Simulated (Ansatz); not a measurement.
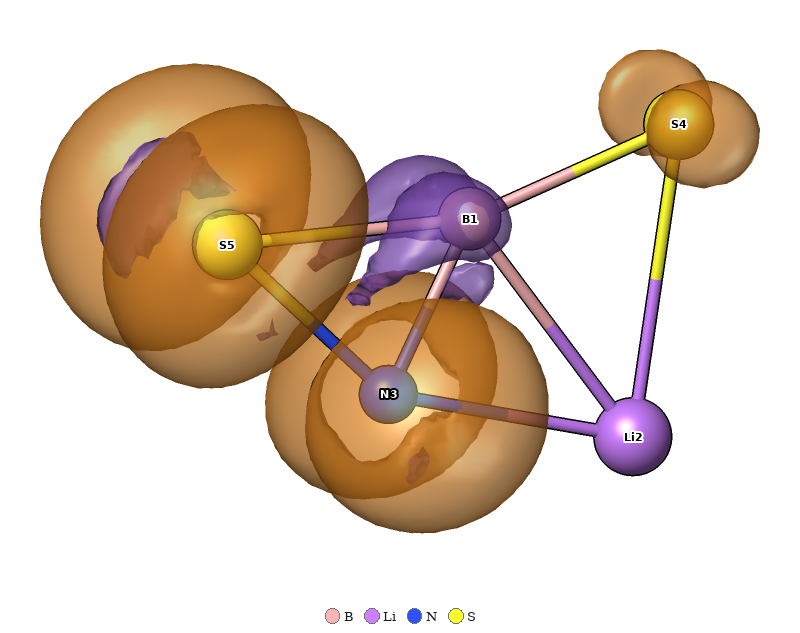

*BLiNS2 (doublet). Isosurfaces of the spin density at +0.015 (orange) and −0.015 e/Å³ (purple), seen at a tilt.*

Geometry: B3LYP-D3(BJ)/def2-SVP.

The calculation used isolated molecule in a Gaussian basis; Kohn-Sham density functional theory, functional PBE0 in Ansatz 0.2.0.

```csv
atom,x (Å),y (Å),z (Å)
B,-0.2944,0.0618,0.0609
Li,0.2999,-1.7350,-0.8911
N,-0.4306,-1.1571,0.7922
S,0.2575,0.5356,-1.4973
S,-0.9802,0.1306,1.7903
```

### Where is the unpaired spin?

The unpaired spin (1 electron) lies mostly on S5 (about 0.5) and N3 (about 0.4), in electrons by Hirshfeld's partition.
